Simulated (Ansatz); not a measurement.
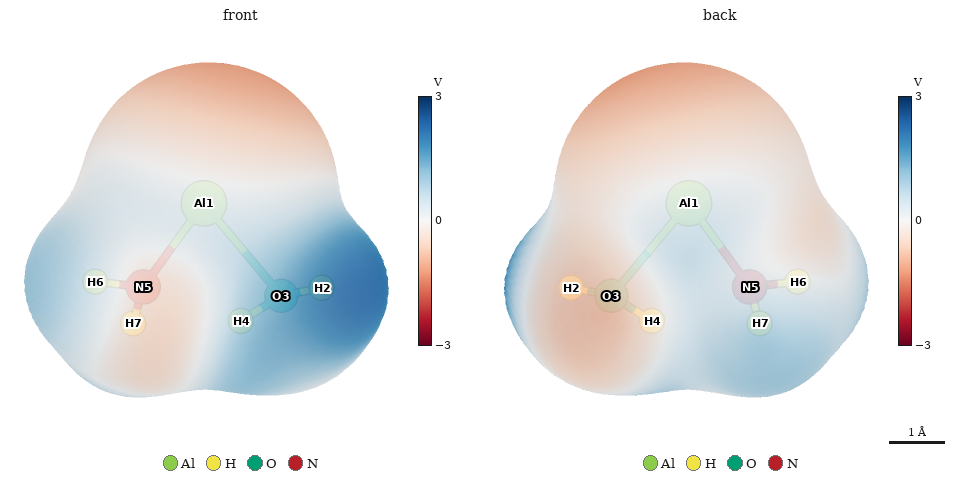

The picture shows: AlH4NO. The electrostatic potential painted on the density surface at 0.001 e/bohr³, seen from the front and from behind; the colour scale runs from red (negative) to blue (positive).

These are results of RKS PBE/6-31G* in Ansatz, not measurements.

Input

```
crystal:
  periodic: [false, false, false]
  atoms:
    - { symbol: Al, position_ang: [-0.939678, -0.74161, 0.627506] }
    - { symbol: H, position_ang: [1.630714, 0.05514, 1.257664] }
    - { symbol: O, position_ang: [1.862263, 0.19518, 0.301856] }
    - { symbol: H, position_ang: [2.266383, -0.664186, 0.058402] }
    - { symbol: "N", position_ang: [-1.661369, -0.074635, -0.909163] }
    - { symbol: H, position_ang: [-2.646813, -0.150479, -1.176225] }
    - { symbol: H, position_ang: [-1.151099, 0.428691, -1.64254] }
basis:
  gaussian: { orbitals: "6-31G*" }
hamiltonian:
  xc: pbe
relax:
  f_tol: 0.03
  max_steps: 50
output:
  orbitals: {}
```

Launched as:

```sh
ansatz run input.yaml --threads 1 --pin off --max-ram 2048MiB --backend cpu --events-out ev --progress --plain --runs-dir out
```

The fields are those of the run's last geometry, not of the input's.

> Where is the surface potential most negative and most positive?

The most negative region (about −1.2 V) lies over Al1, the most positive (about +2.3 V) over H2.
